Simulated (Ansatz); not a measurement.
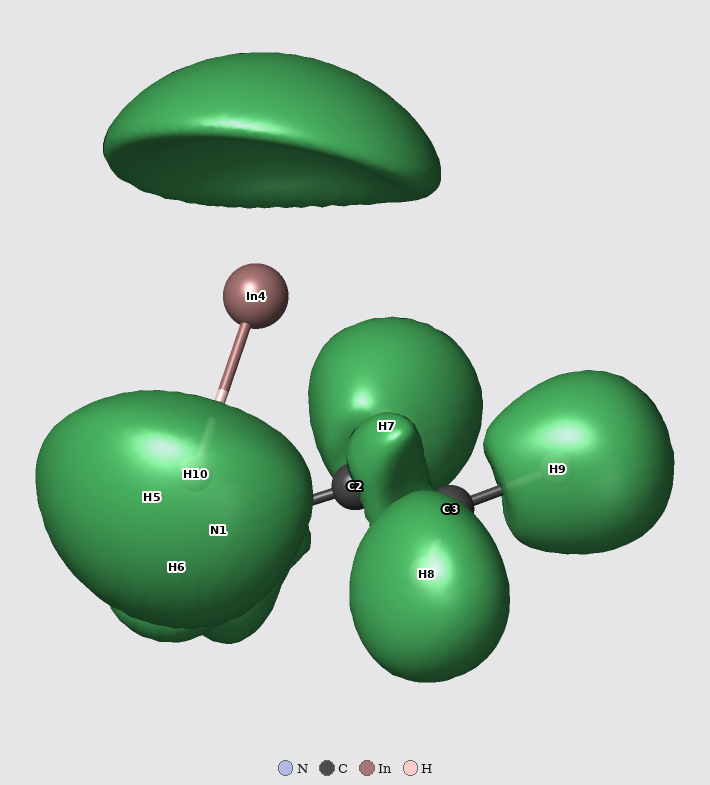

Figure. C2H6InN. Isosurface of the ELF at 0.8 (green), seen from one side. Only the valence region is drawn (cores and ρ < 0.01 e/Å³ removed).

Geometry: PBE0-D4/def2-TZVP; core potentials replace the inner electrons of In; at this geometry the atoms fall into two loosely joined parts.

Level of theory: RKS PBE0-D4/def2-TZVPP (Ansatz).

Input

```
crystal:
  periodic: [false, false, false]
  atoms:
    - {symbol: N, position_ang: [-0.984458, 0.651702, -0.528806]}
    - {symbol: C, position_ang: [-0.650967, -0.572363, -0.038898]}
    - {symbol: C, position_ang: [0.166623, -0.810378, 1.003798]}
    - {symbol: In, position_ang: [2.023014, 0.116674, -1.119909]}
    - {symbol: H, position_ang: [-1.500439, 0.727352, -1.384402]}
    - {symbol: H, position_ang: [-0.465197, 1.460514, -0.215237]}
    - {symbol: H, position_ang: [-1.087591, -1.406028, -0.581653]}
    - {symbol: H, position_ang: [0.569680, -0.006937, 1.607476]}
    - {symbol: H, position_ang: [0.353054, -1.830440, 1.306674]}
    - {symbol: H, position_ang: [1.659181, 1.618803, -0.046043]}
basis:
  gaussian: {orbitals: def2-TZVPP}
hamiltonian: {xc: pbe0, dispersion: d4}
output: {orbitals: {seedname: orbitals}}
```

Launched as:

```sh
ansatz run in.yaml --threads 4 --pin off --events-out ev --progress --plain --max-ram 10444MiB
```

> Describe the localisation domains.

The surface consists of one region between bonded C–C atoms (shared pairs), four regions around hydrogen nuclei, one lobe on In, pointing away from the bonds (lone pairs) and one joined region spread over several atoms (H, N), in which their bonds and any lone pairs are merged. Profiles from the grid: C–C (1.35 Å): the ELF peaks at about 0.95 between the atoms (localised, covalent bonding). C–N (1.36 Å): the ELF peaks at about 0.90 between the atoms: a covalent bond.
